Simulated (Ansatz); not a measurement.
## LiZnI3 (model cell, started as cubic perovskite with Zn in the octahedra): phonons and vibrational spectra

The cell of LiZnI3 (model cell, started as cubic perovskite with Zn in the octahedra) is at rest. What are its phonons? After the zone centre comes a 2×2×2 q mesh on a 6×6×6 k mesh.

Method: DFT PBEsol, scalar-relativistic, plane waves, PAW; PAW set soft_1, in Ansatz 0.2.0.

The structure was built from a prototype and need not be the compound's stable phase.

## (1) The starting structure

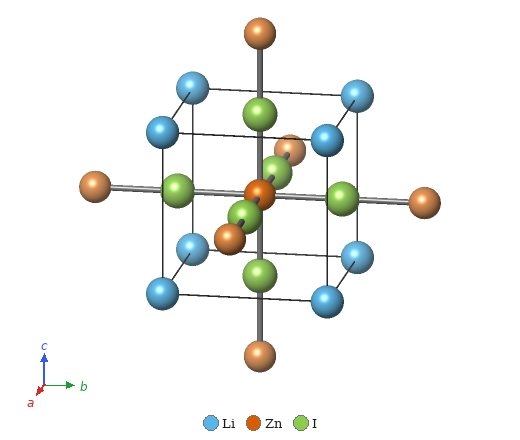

The cell as given, slightly off an axis (lithium blue, zinc orange, iodine green). Some periodic images of atoms are drawn too.

## (2) Zone-centre response

The cell comes from relaxations at this level that are not shown. The zone centre comes first: it holds the modes that light can see, as far as symmetry allows. No field response is asked, since the mesh shows no gap.

Contents of input.yaml:

```yaml
crystal:
  lattice:
    - [5.5671905569, 0.0, 0.0]
    - [0.0, 5.5671905569, 0.0]
    - [0.0, 0.0, 5.5671905569]
  atoms:
    - { symbol: Li, position: [0.0, 0.0, 0.0] }
    - { symbol: Zn, position: [0.5, 0.5, 0.5] }
    - { symbol: I, position: [0.5, 0.5, 0.0] }
    - { symbol: I, position: [0.5, 0.0, 0.5] }
    - { symbol: I, position: [0.0, 0.5, 0.5] }
kpoints:
  mp_grid: { grid: [6, 6, 6] }
hamiltonian:
  xc: pbesol
  pseudopotentials: { kind: paw, azcp: { folder: soft_1 }, xc_functional: pbe }
scf:
  occupations: { method: methfessel_paxton, width: 0.2 }
output:
  eigenvalues: true
phonons:
  method: dfpt
```

Started as:

```bash
> ansatz run input.yaml --threads 4 --pin off --max-ram 16384MiB --backend cpu --events-out ev --progress --plain --runs-dir out
```

Numbers of over 12 decimals in the logs are rounded to 6 here.

Log:

```text
zone centre: on kpoints.mp_grid the ground state, and the responses unless they are solved on pairs of k-points, stand on 64 of the mesh's 216 k-points, reduced under 8 symmetry operations, with k and −k counted as one. Each operation leaves every solved displacement unchanged or reverses it
Engine: ansatz 0.2.0, aarch64-unknown-linux-gnu
Pseudopotentials: kind: paw
Pseudopotential: Li, paw, valence charge 3, recommended cutoff 420 eV (normal), soft_1/Li.paw.azcp
Pseudopotential: Zn, paw, valence charge 12, recommended cutoff 420 eV (normal), soft_1/Zn.paw.azcp
Pseudopotential: I, paw, valence charge 17, recommended cutoff 420 eV (normal), soft_1/I.paw.azcp
Functional definition: PBEsol
  exchange = pbesol_x
  correlation = pbesol_c
Crystal: 5 atoms, lattice volume = 172.547 Å³
Basis set: ecut = 420 eV, 3407 PW (Γ), exchange–correlation on 80×80×80 points (8 copies of the dense FFT grid, shifted against one another)
Bands: 40, of which v1, the nominal top of the filled ones, is band 33 counted from 1 (32 counted from 0)
Symmetry: 48 space group operations
k-points: 64 of 216 (irreducible under 8 space group operations)
Non-local potential: Li, projectors of the file, l = 0: 3, l = 1: 2, l = 2: 1
Non-local potential: Zn, projectors of the file, l = 0: 2, l = 1: 2, l = 2: 3, l = 3: 1
Non-local potential: I, projectors of the file, l = 0: 2, l = 1: 2, l = 2: 2, l = 3: 1
PAW form: soft (Blöchl's): semilocal exchange-correlation on the pseudo side does not see the compensation charge
PAW frozen core: Zn, regenerated for the run's functional, and the local potential with it (the file was generated under x = pbe(κ = 0.804, μ = 0.219515), c = pbe(β = 0.066725))
PAW frozen core: I, regenerated for the run's functional, and the local potential with it (the file was generated under x = pbe(κ = 0.804, μ = 0.219515), c = pbe(β = 0.066725))
PAW one-centre angular grid: Li, 110 points (default); XC on 64 Gauss nodes
PAW one-centre angular grid: Zn, 590 points (default); XC on 64 Gauss nodes
PAW one-centre angular grid: I, 590 points (default); XC on 64 Gauss nodes
Initial density: superposition of atomic densities (chi_scale 0.1, normalization cell, long waves kept (reshape's long-wave potential 0.01 eV rms))
Initial wavefunctions: pseudopotential atomic-orbital guess
Functional: x = pbesol(κ = 0.804, μ = 0.123457), c = pbesol(β = 0.046)
SCF iter   1: F=—  HF=-25784.329910 eV  |F-HF|=—  |Δ(HF+E_count)|=         —  Δρ=5.37e-2  dr2=3.34e0  ethr=3.10e-3  ⟨swp⟩=8.0  Hψ=12042  notcnv=0
preconditioner: auto → LDOS  [metal: Δε(μ)=0.064 eV  Ē_g=10.763 eV  σ=0.200 eV  W_gap=0.26  n_scr=32 (ndim 8)  ℏωp=16.5 eV  f_vac=0.052  D(μ)=2.59/eV (n_scr^D=18)  β→1.0]
SCF iter   2: F=—  HF=-25785.750479 eV  |F-HF|=—  |Δ(HF+E_count)|=    1.42e0  S|Δr|=    0.00e0  Δρ=9.35e-2  dr2=7.87e0  ethr=3.10e-3  ⟨swp⟩=4.2  Hψ=5945  notcnv=0  defer=105  recentre
preconditioner: auto → none  [metal: Δε(μ)=0.005 eV  Ē_g=8.672 eV  σ=0.200 eV  W_gap=0.02  n_scr=32 (ndim 8)  ℏωp=16.5 eV  f_vac=0.178  D(μ)=0.82/eV (n_scr^D=0)  β→0.5]
SCF iter   3: F=—  HF=-25783.344879 eV  |F-HF|=—  |Δ(HF+E_count)|=    2.41e0  S|Δr|=    0.00e0  Δρ=1.40e-2  dr2=1.92e-1  ethr=3.10e-3  ⟨swp⟩=3.0  Hψ=5384  notcnv=0  defer=114
SCF iter   4: F=—  HF=-25783.309466 eV  |F-HF|=—  |Δ(HF+E_count)|=   3.54e-2  S|Δr|=    0.00e0  Δρ=1.68e-3  dr2=3.32e-3  ethr=2.91e-4  ⟨swp⟩=2.0  Hψ=4173  notcnv=0  defer=111
SCF iter   5: F=—  HF=-25783.316576 eV  |F-HF|=—  |Δ(HF+E_count)|=   7.11e-3  S|Δr|=    0.00e0  Δρ=1.65e-3  dr2=2.59e-3  ethr=5.03e-6  ⟨swp⟩=2.0  Hψ=5180  notcnv=0  defer=111
SCF iter   6: F=—  HF=-25783.317152 eV  |F-HF|=—  |Δ(HF+E_count)|=   5.76e-4  S|Δr|=    0.00e0  Δρ=5.26e-4  dr2=2.54e-4  ethr=3.92e-6  ⟨swp⟩=2.0  Hψ=3179  notcnv=0  defer=111
SCF iter   7: F=—  HF=-25783.317077 eV  |F-HF|=—  |Δ(HF+E_count)|=   7.50e-5  S|Δr|=    0.00e0  Δρ=2.21e-4  dr2=4.31e-5  ethr=3.85e-7  ⟨swp⟩=3.0  Hψ=4840  notcnv=0  defer=111
SCF iter   8: F=—  HF=-25783.317066 eV  |F-HF|=—  |Δ(HF+E_count)|=   1.04e-5  S|Δr|=    0.00e0  Δρ=5.48e-5  dr2=2.73e-6  ethr=6.53e-8  ⟨swp⟩=2.0  Hψ=2801  notcnv=0  defer=111
SCF iter   9: F=—  HF=-25783.317064 eV  |F-HF|=—  |Δ(HF+E_count)|=   2.73e-6  S|Δr|=    0.00e0  Δρ=4.03e-6  dr2=1.25e-8  ethr=4.14e-9  ⟨swp⟩=2.0  Hψ=3050  notcnv=0  defer=111
SCF iter  10: F=—  HF=-25783.317064 eV  |F-HF|=—  |Δ(HF+E_count)|=   4.53e-9  S|Δr|=    0.00e0  Δρ=9.92e-7  dr2=8.02e-10  ethr=1.89e-11  ⟨swp⟩=2.1  Hψ=3572  notcnv=0  defer=111
SCF iter  11: F=-25783.317064 eV  HF=-25783.317064 eV  |F-HF|=0.00e0  |Δ(HF+E_count)|=  2.18e-10  S|Δr|=    0.00e0  Δρ=5.30e-8  dr2=4.15e-12  ethr=1.00e-12  ⟨swp⟩=14.8  Hψ=17516  notcnv=0
SCF 1 converged in 11 iterations: F = -25783.317064 eV  dr2 = 4.15e-12
  greatest PAW one-centre occupation: 0.999 electrons in one spin orbital (limit 2), on the Li atom at site 0 (counted from 0), in its partial waves of l = 0
DFPT response loops at Γ: preconditioner auto → none (partly filled bands, converged f_vac=0.185); β = 0.50; Broyden in place of MSR1
SCF converged after 11 iterations
Stability not checked: this state was not tested for a lower state beside it, because cold or Methfessel-Paxton smearing, or corrected tetrahedra, fill the levels in a way that the test cannot read (fill_not_monotonic; see scf.lower_state_search)
Free energy (F): -25783.317064 eV
Harris-Foulkes:  -25783.317064 eV  (|F-HF|=0.00e0)
Internal energy: -25783.327397 eV  (E = F + TS)
E sigma→0 (E₀):  -25783.319647 eV
Entropy (-TS):   0.010334 eV (2.067 meV/atom)
Fermi energy:    4.597404 eV
Step filling:    the computed levels leave a gap of 0.0000 eV = 0.0 smearing widths at the electron count; against every level under it full and every level over it empty, smearing changes F+E_penalty+E_count by -0.616 meV and its σ→0 estimate by -3.199 meV
--- Per-component energies (eV) ---
  E_band       = -1288.198469
  E_kinetic    = 639.951848
  E_local      = -10081.337364  (includes V_loc(G=0)·N_el)
  E_nonlocal   = 1156.552772
  E_hartree    = 4407.557970
  E_xc         = -406.897135
  E_vxc        = -393.870855  (∫ρ·V_xc dr)
  E_paw        = -15995.067147  (= ΣΔE_a)
  E_vpaw       = -1424.603307  (= ΣTr[D̂ρ^β])
  E_aug_tail   = -0.007348  (compensation charges beyond the density's cutoff)
  E_ewald      = -5506.114756
  E_core_change = 2.033763  (= ΣΔE_core)
  E_smearing   = 0.010334  (= −TS)
  E_closure    = 0.000000  (closes the sum)
  Σ components = -25783.317064   (vs F -25783.317064, Δ=0.00e0)
--- Band table (eV; the first three rows and the last of 64) ---
  k-point 0: bands = [... 29 lower, 3.5454, 3.5574, 3.8946, 3.8946, 3.8946, 6.7995, 9.9800, 9.9800, ... 3 higher]
  k-point 1: bands = [... 29 lower, 3.4542, 3.4620, 3.8294, 3.8294, 4.5610, 7.1818, 9.7294, 10.2065, ... 3 higher]
  k-point 2: bands = [... 29 lower, 3.1740, 3.3073, 3.7950, 3.7950, 5.7894, 7.9540, 9.0257, 10.0031, ... 3 higher]
  k-point 63: bands = [... 29 lower, 4.2202, 4.6050, 4.6050, 4.6050, 6.8220, 8.5023, 8.5023, 8.5023, ... 3 higher]
--- Phonons (Γ-DFPT): 4 representative perturbations + reference, on 64 of 216 k-points (Σ response iterations 15) ---
  k mesh reduced under 8 symmetry operations, with k and −k counted as one. Each operation leaves every solved displacement unchanged or reverses it
  ASR residual: 6.118e-5 → 0.000e0 eV/Å²; symmetrization residual: 8.838e-6 eV/Å²
  ASR residual per site (eV/Å²): 4.18e-6 5.93e-5 6.12e-5 6.12e-5 6.12e-5
  Γ frequencies (cm⁻¹): -170.64 -170.64 -170.64 -27.15 -27.15 -27.15 -16.89 -16.89 -16.89 0.00 0.00 0.00 111.71 111.71 111.71
  non-analytic LO–TO correction: not included (Born effective charges unavailable; polar crystals: no LO–TO splitting at Γ)
```

Run time: 64 s. Hardware: 4 threads of Arm Neoverse V1, shared host; peak memory 1.6 GiB; 4.1 min of CPU time.

Reading the cycles: dr2 is the Hartree energy of the density residual (eV), the measure of convergence; HF is the Harris–Foulkes estimate of the energy, which meets the free energy F at convergence.

This step gave:

| Item | Value |
| --- | --- |
| volume per atom | 34.51 Å³ |
| gap on the k-mesh | 0 eV |
| sum-rule residual before enforcement | 6.12e-5 eV/Å² |
| point group | m-3m |
| highest optical mode at the zone centre (no LO-TO term) | 111.7 cm⁻¹ |
| lowest optical zone-centre mode | -170.6 cm⁻¹ |

Patterns of degenerate modes are one choice out of their space. Modes at Γ, with each element's share of the kinetic energy (negative means imaginary):

| mode | frequency (cm⁻¹) | symmetry | Li % | Zn % | I % |
| --- | --- | --- | --- | --- | --- |
| 1 | -170.6 | T1u | 97 | 0 | 3 |
| 2 | -170.6 | T1u | 97 | 0 | 3 |
| 3 | -170.6 | T1u | 97 | 0 | 3 |
| 4 | -27.1 | T2u | 0 | 0 | 100 |
| 5 | -27.1 | T2u | 0 | 0 | 100 |
| 6 | -27.1 | T2u | 0 | 0 | 100 |
| 7 | -16.9 | T1u | 2 | 65 | 33 |
| 8 | -16.9 | T1u | 2 | 65 | 33 |
| 9 | -16.9 | T1u | 2 | 65 | 33 |
| 10 | 0.0 | acoustic | 2 | 14 | 84 |
| 11 | 0.0 | acoustic | 2 | 14 | 84 |
| 12 | 0.0 | acoustic | 2 | 14 | 84 |
| 13 | 111.7 | T1u | 0 | 20 | 79 |
| 14 | 111.7 | T1u | 0 | 20 | 79 |
| 15 | 111.7 | T1u | 0 | 20 | 79 |

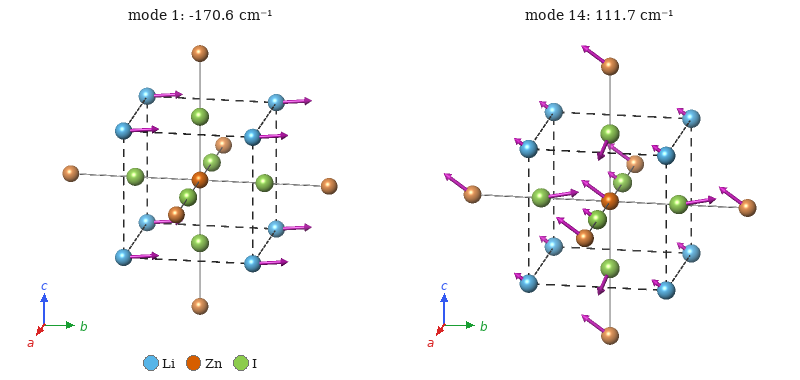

Displacement patterns of modes 1 and 14 at Γ; arrows are exaggerated. Some periodic images of atoms are drawn too.

Before it was imposed, the acoustic sum rule was missed by 6.1e-5 eV/Å². Small misses are needed for a sound result but don't prove that mesh and cutoff are converged. The lowest optical mode is imaginary, 170.6i cm⁻¹, so the energy falls along it.

(Part 1 of 2 ends here.)

[Logs are printed without paths, hosts, clocks, repeated set-up lines and the standing remarks that a program may print on its own settings, such as how far it seeks lower states.]

[Hosts, paths, dates, database ids (printed as entryN), source tags and the programs' standing remarks are cut or masked in the printed files.]
